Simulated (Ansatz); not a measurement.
# UBHLYP/cc-pVTZ run of [CF2]+ (SMILES F[C+]F)

What is the energy change on altering one bond length of [CF2]+ at UBHLYP/cc-pVTZ? 

Program for the calculation: Ansatz 0.2.0.

1 further run of the same task is left out (set aside as unsound or not needed).

## (1) Starting point

The species is [CF2]+ (3 atoms), meant as a doublet with charge +1. As SMILES, `F[C+]F`. The coordinates come from a PBE0-D4/def2-TZVP relaxation.

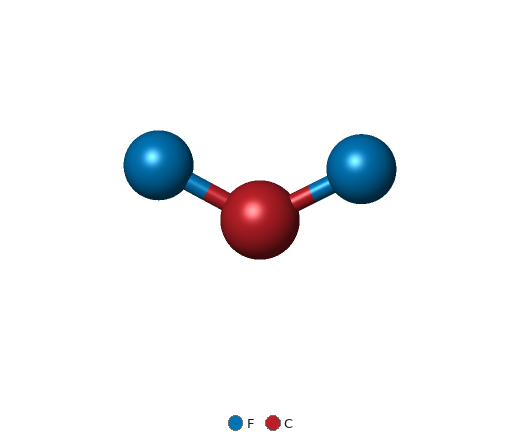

Viewed from a chosen angle; fluorine blue, carbon red.

## (2) A single-point energy at UBHLYP/cc-pVTZ

The input, molecule.yaml:

```yaml
crystal:
  periodic: [false, false, false]
  atoms:
    - {symbol: F, position_ang: [0.379110, 0.972980, 0.316190]}
    - {symbol: C, position_ang: [0.275710, -0.221360, 0.127270]}
    - {symbol: F, position_ang: [-0.654830, -0.751620, -0.443470]}
basis:
  gaussian: {orbitals: cc-pVTZ}
total_charge: 1
magnetization: {spin_polarized: true, initial_magnetization: 1}
hamiltonian: {xc: {name: BHLYP}}
accuracy: high
output: {orbitals: {seedname: orbitals}}
```

Started as:

```console
ansatz run molecule.yaml --threads 1 --pin off --max-ram 3480MiB --events-out events.jsonl --progress --plain --runs-dir runs
```

The program printed:

```text
Warning: RAYON_NUM_THREADS=1 ignored (pool sized by the plan → 1); use --threads N
Functional definition: BHLYP
  name "BHLYP"
  parameter a = 0.5
  exchange = (1 - a)*b88_x + a*exact_x
  correlation = lyp_c
1443 factors; integrals over basis functions are off by at most 3.3e-9 eV
mean field evaluation 1: about -6451.3378 eV, gradient 4.7e1 eV
mean field evaluation 2: about -6447.5644 eV, gradient 6.0e1 eV
mean field evaluation 4: about -6456.8268 eV, gradient 7.4e-1 eV
mean field evaluation 8: about -6456.8913 eV, gradient 8.6e-2 eV
mean field evaluation 16: about -6456.8915 eV, gradient 6.1e-5 eV
mean field -6456.89145023 eV, -237.2863841576 hartree, gradient 4.0e-8 eV, S^2 0.753445; 0 other end points of the search recorded, 0 dependent functions left out
reference -6456.89146498 eV, -237.2863846998 hartree; 12, 11 occupied and 78, 79 virtual orbitals, 1443 factors
Total energy: -6456.89146498 eV, -237.2863846998 hartree
```

Wall time 4.8 s (1 thread of Arm Neoverse V1, shared host); peak memory 0.24 GiB.

## (3) The distorted shape at the same level

The input, job.yaml:

```yaml
crystal:
  periodic: [false, false, false]
  atoms:
    - {symbol: F, position_ang: [1.123558, 1.397197, 0.772792]}
    - {symbol: C, position_ang: [1.020158, 0.202857, 0.583872]}
    - {symbol: F, position_ang: [-0.654830, -0.751620, -0.443470]}
basis:
  gaussian: {orbitals: cc-pVTZ}
hamiltonian: {xc: {name: BHLYP}}
magnetization: {spin_polarized: true, initial_magnetization: 1}
total_charge: 1
accuracy: high
output: {orbitals: {seedname: orbitals}}
```

Started as:

```console
ansatz run job.yaml --threads 1 --pin off --max-ram 3480MiB --events-out events.jsonl --progress --plain --runs-dir runs
```

The program printed:

```text
Warning: RAYON_NUM_THREADS=1 ignored (pool sized by the plan → 1); use --threads N
[... 5 set-up lines as earlier in the session ...]
1357 factors; integrals over basis functions are off by at most 3.6e-9 eV
mean field evaluation 1: about -6433.9549 eV, gradient 6.5e1 eV
mean field evaluation 2: about -6144.8121 eV, gradient 1.9e2 eV
mean field evaluation 4: about -6450.5551 eV, gradient 2.7e1 eV
mean field evaluation 8: about -6453.5307 eV, gradient 9.8e-1 eV
mean field evaluation 16: about -6453.6008 eV, gradient 2.9e-1 eV
mean field evaluation 32: about -6453.6626 eV, gradient 1.2e-1 eV
mean field -6453.69896256 eV, -237.1690623997 hartree, gradient 2.9e-8 eV, S^2 0.753031; 3 other end points of the search recorded, 0 dependent functions left out
reference -6453.69897802 eV, -237.1690629681 hartree; 12, 11 occupied and 78, 79 virtual orbitals, 1357 factors
Total energy: -6453.69897802 eV, -237.1690629681 hartree
```

It took 10 s on 1 thread of Arm Neoverse V1, shared host; peak memory 0.24 GiB.

## (4) Results

At UBHLYP/cc-pVTZ:

```
                                                         quantity          value
                                        first shape: total energy  -237.28638 Eh
                  first shape: HOMO energy (highest over α and β)      -21.12 eV
                   first shape: LUMO energy (lowest over α and β)      -12.00 eV
                                                first shape: ⟨S²⟩          0.753
                                    distorted shape: total energy  -237.16906 Eh
              distorted shape: HOMO energy (highest over α and β)      -20.85 eV
               distorted shape: LUMO energy (lowest over α and β)      -11.18 eV
                                            distorted shape: ⟨S²⟩          0.753
energy change with the C2–F3 bond stretched from 1.214 to 2.185 Å       3.192 eV
```

In words: With the C2–F3 bond stretched from 1.214 to 2.185 Å the energy rises by 3.19 eV (308 kJ/mol). The first shape isn't relaxed at this level, so the change isn't measured from a minimum.
